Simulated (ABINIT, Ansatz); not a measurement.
# SnO2 (P-3m1): modes at Γ and the response to a field, part 2 of 3

Which modes does SnO2 (P-3m1) have at the zone centre?

ABINIT 10.8.3; DFT LDA, scalar-relativistic, plane waves, PseudoDojo norm-conserving pseudopotentials.

So far. Step 3 (Self-consistent run for the response): The cell stands at -0.99 GPa: the relaxation ran with a smoothed and higher cutoff and on another k mesh. Step 5 (Zone-centre response): The acoustic modes at Γ come out as far as 2.2 cm⁻¹ from zero, where they should vanish, a small numerical error; the Born charges miss their sum rule by 0.0016 e, which is good. The relaxed cell has a = 3.181, c = 4.457 Å (conventional setting).

The structure was built from a prototype and need not be the compound's stable phase.

### 6. Zone-centre analysis

anaddb reads the merged derivatives, imposes the acoustic sum rule and charge neutrality, and adds the LO-TO term along chosen directions.

File anaddb.abi:

```
ddb_filepath "gamma_DDB"
output_file "anaddb.abo"
outdata_prefix "anaddb"
asr 1
chneut 1
enunit 2
eivec 1
nph1l 1
qph1l 0.0 0.0 0.0 1.0
dieflag 1
nph2l 3
qph2l 
    1.0 0.0 0.0 0.0
    0.0 0.0 1.0 0.0
    1.0 1.0 1.0 0.0
```

File mrgddb.in:

```
gamma_DDB
merged
2
dfpt_gammao_DS2_DDB
gso_DDB
```

Run with:

```sh
$ mrgddb < mrgddb.in > mrgddb.log
$ OMP_NUM_THREADS=1 anaddb anaddb.abi > anaddb.log
```

anaddb.abo, the main output file:

```text
[banners, grids, parts of the stress and lines that vanish by symmetry left out]
-outvars_anaddb: echo values of input variables ----------------------

 Flags :
[...]
Dielectric Tensor and Effective Charges
[...]
Effective charge tensors after
[...]
Phonon wavevector (reduced coordinates) :  0.00000  0.00000  0.00000
 Phonon energies in Hartree :
[...]
Phonon energies in meV     :
-  0.000000E+00  0.000000E+00  0.000000E+00  5.128957E+01  5.128957E+01
-  5.740530E+01  5.787824E+01  5.787824E+01  6.172516E+01
 Phonon frequencies in cm-1    :
-  0.000000E+00  0.000000E+00  0.000000E+00  4.136783E+02  4.136783E+02
-  4.630050E+02  4.668195E+02  4.668195E+02  4.978470E+02
 Phonon frequencies in Thz     :
-  0.000000E+00  0.000000E+00  0.000000E+00  1.240176E+01  1.240176E+01
-  1.388054E+01  1.399490E+01  1.399490E+01  1.492508E+01
 Phonon energies in Kelvin  :
-  0.000000E+00  0.000000E+00  0.000000E+00  5.951907E+02  5.951907E+02
-  6.661609E+02  6.716491E+02  6.716491E+02  7.162907E+02
[...]
-  1  0.00000000E+00  0.00000000E+00  1.90787817E-03
-     0.00000000E+00  0.00000000E+00  0.00000000E+00
-  2  0.00000000E+00  0.00000000E+00  1.90787827E-03
-     0.00000000E+00  0.00000000E+00  0.00000000E+00
-  3  0.00000000E+00  0.00000000E+00  1.90787827E-03
-     0.00000000E+00  0.00000000E+00  0.00000000E+00
[...]
-  1  0.00000000E+00  1.90787831E-03  0.00000000E+00
-     0.00000000E+00  0.00000000E+00  0.00000000E+00
-  2  0.00000000E+00  1.90787775E-03  0.00000000E+00
-     0.00000000E+00  0.00000000E+00  0.00000000E+00
-  3  0.00000000E+00  1.90787775E-03  0.00000000E+00
-     0.00000000E+00  0.00000000E+00  0.00000000E+00
[...]
-  1  1.90787831E-03  0.00000000E+00  0.00000000E+00
-     0.00000000E+00  0.00000000E+00  0.00000000E+00
-  2  1.90787775E-03  0.00000000E+00  0.00000000E+00
-     0.00000000E+00  0.00000000E+00  0.00000000E+00
-  3  1.90787775E-03  0.00000000E+00  0.00000000E+00
-     0.00000000E+00  0.00000000E+00  0.00000000E+00
[...]
-  1  4.96058043E-04 -8.57381870E-04  0.00000000E+00
-     0.00000000E+00  0.00000000E+00  0.00000000E+00
[...]
-     0.00000000E+00  0.00000000E+00  0.00000000E+00
[...]
-     0.00000000E+00  0.00000000E+00  0.00000000E+00
[...]
-     0.00000000E+00  0.00000000E+00  0.00000000E+00
[...]
-     0.00000000E+00  0.00000000E+00  0.00000000E+00
[...]
-     1          0.000000     0.000000    -0.000000     0.000000
-     2          0.000000     0.000001     0.000000     0.000001
-     3          0.000001    -0.000000     0.000000     0.000001
-     4          1.999721    -3.456298    -0.000000     3.993104
-     5          3.456298     1.999721     0.000000     3.993104
[...]
-     7          0.000000    -0.000000    -0.000000     0.000000
-     8          0.000000     0.000000     0.000000     0.000000
[...]
-   1     Real    0.0000E+00  0.0000E+00  0.0000E+00  0.0000E+00  0.0000E+00  0.0000E+00  0.0000E+00
[...]
-   2     Real    0.0000E+00  0.0000E+00  0.0000E+00  0.0000E+00  0.0000E+00  0.0000E+00  0.0000E+00
[...]
-   3     Real    0.0000E+00  0.0000E+00  0.0000E+00  0.0000E+00  0.0000E+00  0.0000E+00  0.0000E+00
[...]
-   4     Real    1.1192E-04  3.3435E-04  0.0000E+00 -1.9345E-04  0.0000E+00  0.0000E+00  4.4628E-04
[...]
-   5     Real    3.3435E-04  1.1192E-04  0.0000E+00  1.9345E-04  0.0000E+00  0.0000E+00  4.4628E-04
[...]
-   7     Real    0.0000E+00  0.0000E+00  0.0000E+00  0.0000E+00  0.0000E+00  0.0000E+00  0.0000E+00
[...]
-   8     Real    0.0000E+00  0.0000E+00  0.0000E+00  0.0000E+00  0.0000E+00  0.0000E+00  0.0000E+00
[...]
Phonon at Gamma, with non-analyticity in the
[...]
Phonon energies in Hartree :
[...]
Phonon energies in meV     :
-  0.000000E+00  0.000000E+00  0.000000E+00  5.128957E+01  5.740530E+01
[...]
Phonon frequencies in cm-1    :
-  0.000000E+00  0.000000E+00  0.000000E+00  4.136783E+02  4.630050E+02
[...]
Phonon frequencies in Thz     :
-  0.000000E+00  0.000000E+00  0.000000E+00  1.240176E+01  1.388054E+01
[...]
Phonon energies in Kelvin  :
-  0.000000E+00  0.000000E+00  0.000000E+00  5.951907E+02  6.661609E+02
[...]
Phonon at Gamma, with non-analyticity in the
[...]
Phonon energies in Hartree :
[...]
Phonon energies in meV     :
-  0.000000E+00  0.000000E+00  0.000000E+00  5.128957E+01  5.128957E+01
[...]
Phonon frequencies in cm-1    :
-  0.000000E+00  0.000000E+00  0.000000E+00  4.136783E+02  4.136783E+02
[...]
Phonon frequencies in Thz     :
-  0.000000E+00  0.000000E+00  0.000000E+00  1.240176E+01  1.240176E+01
[...]
Phonon energies in Kelvin  :
-  0.000000E+00  0.000000E+00  0.000000E+00  5.951907E+02  5.951907E+02
[...]
Phonon at Gamma, with non-analyticity in the
[...]
Phonon energies in Hartree :
[...]
Phonon energies in meV     :
-  0.000000E+00  0.000000E+00  0.000000E+00  5.128957E+01  5.666401E+01
[...]
Phonon frequencies in cm-1    :
-  0.000000E+00  0.000000E+00  0.000000E+00  4.136783E+02  4.570261E+02
[...]
Phonon frequencies in Thz     :
-  0.000000E+00  0.000000E+00  0.000000E+00  1.240176E+01  1.370130E+01
[...]
Phonon energies in Kelvin  :
-  0.000000E+00  0.000000E+00  0.000000E+00  5.951907E+02  6.575585E+02
[...]
-  2  1.90787564E-03  2.89320434E-06 -2.64567480E-07
-     0.00000000E+00  0.00000000E+00  0.00000000E+00
-  3  1.90787564E-03  2.89320434E-06 -2.64567480E-07
-     0.00000000E+00  0.00000000E+00  0.00000000E+00
[...]
-  1  0.00000000E+00  0.00000000E+00  0.00000000E+00
-     0.00000000E+00  0.00000000E+00  0.00000000E+00
-  2  2.07539340E-03 -3.58280718E-03  0.00000000E+00
-     0.00000000E+00  0.00000000E+00  0.00000000E+00
-  3 -2.07539340E-03  3.58280718E-03  0.00000000E+00
-     0.00000000E+00  0.00000000E+00  0.00000000E+00
[...]
-  1  0.00000000E+00  0.00000000E+00  0.00000000E+00
-     0.00000000E+00  0.00000000E+00  0.00000000E+00
-  2  3.58280718E-03  2.07539340E-03  0.00000000E+00
-     0.00000000E+00  0.00000000E+00  0.00000000E+00
-  3 -3.58280718E-03 -2.07539340E-03  0.00000000E+00
-     0.00000000E+00  0.00000000E+00  0.00000000E+00
[...]
Direction                     Dielectric constant
[...]
0.00000   0.00000   1.00000      4.14132417
   1.00000   1.00000   1.00000      8.46918288
-
```

The job ended after 0.62 s (1 thread of Intel Xeon Platinum 8375C at 2.90GHz (Ice Lake), shared host).

This step gave:

```
highest optical zone-centre mode (no LO-TO term) : 497.9 cm⁻¹
mean static dielectric constant                  : 8.469
highest mode moved by the LO-TO term             : 625.9 cm⁻¹
```

No LO-TO term; unit eigenvectors of the mass-weighted matrix, from anaddb's displacements. Modes at Γ, with each element's share of the kinetic energy:

```
mode  frequency (cm⁻¹)  Sn %  O %
   1               0.0    79   21
   2               0.0    79   21
   3               0.0    79   21
   4             413.7    21   79
   5             413.7    21   79
   6             463.0    21   79
   7             466.8     0  100
   8             466.8     0  100
   9             497.8     0  100
```

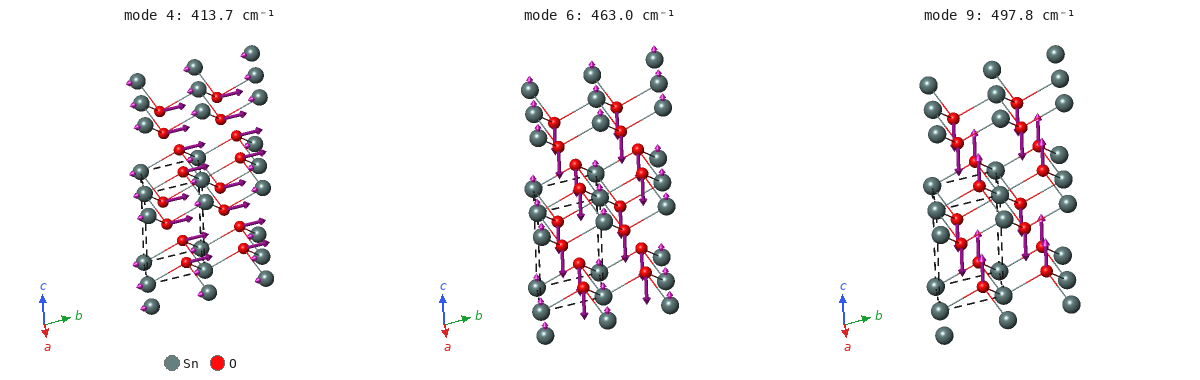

Displacement patterns of modes 4, 6 and 9 at Γ; arrows are exaggerated. Bonds to atoms that aren't drawn are left out. 2×2×2 cells are drawn. Some periodic images of atoms are drawn too.

Static dielectric tensor (ions relaxed, fixed cell):

```
10.63  0.00  0.00
 0.00 10.63  0.00
 0.00  0.00  4.14
```

The rule moves no optical mode by more than 0.1 cm⁻¹.

(Continued in part 3 of 3.)

[Host names and launcher messages were left out of these logs when they were recorded.]

[Logs are printed without paths, hosts, clocks, repeated set-up lines and the standing remarks that a program may print on its own settings, such as how far it seeks lower states.]

[Hosts, paths, dates, database ids (printed as entryN), source tags and the programs' standing remarks are cut or masked in the printed files.]
